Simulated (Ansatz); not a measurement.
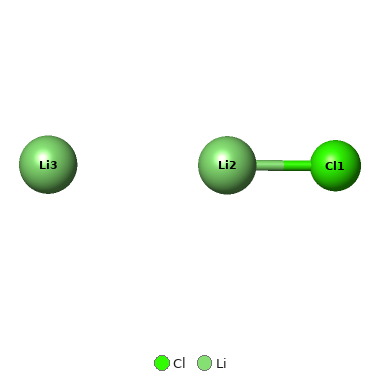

The system is Cl + Li₂, spin multiplicity 2; the picture shows the reference structure. The first coordinate is: distance Cl1–Li2; the second: distance Li2–Li3. Nothing is relaxed (the angle Cl1–Li2–Li3 is fixed at 180 degrees). The grid has 17 × 17 points. Points are written as (first, second). Energies: kJ/mol, counted from the lowest grid point. The D4 coefficients can switch as the alkali atoms part, which puts small steps into the map. Computed with Ansatz 0.2.0, UKS PBE0-D4/def2-SVPD.

Its coordinates:

```xyz
3

Cl   -2.0670    0.0000    0.0000
Li    0.0000    0.0000    0.0000
Li    3.4240    0.0000    0.0000
```

Range: distance Cl1–Li2 from 1.840 to 3.840 Å; distance Li2–Li3 from 2.048 to 4.048 Å.

### Predict the map.

The lowest grid point is at (2.067 Å, 3.424 Å). The highest grid point, (3.840 Å, 2.048 Å), lies 307 kJ/mol above the lowest.

```tsv
distance Li2–Li3 ↓, distance Cl1–Li2 →	1.894	2.067	2.281	2.523	2.787	3.069	3.367	3.679
4.048	20	7	22	55	94	130	170	206
3.729	16	3	17	50	88	122	161	196
3.424	14	0	14	46	86	121	156	190
3.134	16	2	15	47	87	128	166	200
2.860	21	6	20	51	91	132	171	205
2.607	31	17	31	62	102	143	182	216
2.378	49	36	49	82	122	163	202	236
2.182	74	61	76	109	150	191	230	265
2.048	98	86	102	135	177	219	258	292
```

The table holds every second grid line.

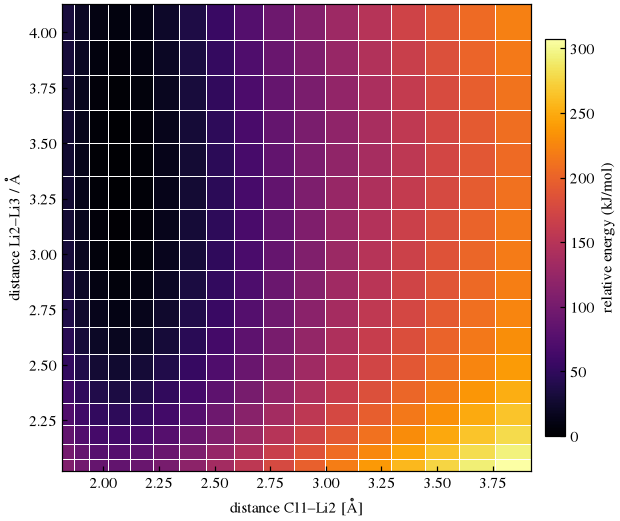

The picture shows one coloured cell a grid point.

The whole map (289 points run) took 18 min on 1 thread of Arm Neoverse V1 (shared host).
